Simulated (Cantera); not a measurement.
Feed: 1 mol HgO, 6 mol H2, equilibrated at 352 °C.

Equilibrium computed with Cantera from the NASA thermochemical tables; the gas is ideal and each condensed phase is pure. Candidate condensed phases: H2O, Hg, HgO; 10 gas species. Equilibrium is a limit: real reactors are often held back by kinetics, nucleation or transport.

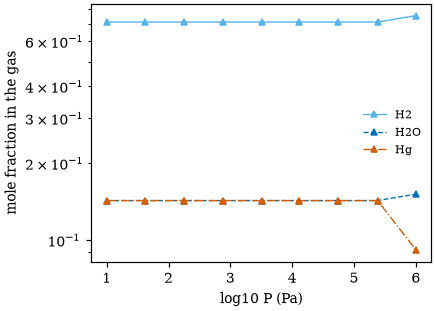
Figure. Equilibrium gas composition (values under 1e-9 drawn at 1e-9)

From 10.0 Pa to 2.40 bar nothing is condensed. At 10.0 bar the condensed part is Hg(l). The main Hg-bearing gas is Hg throughout.
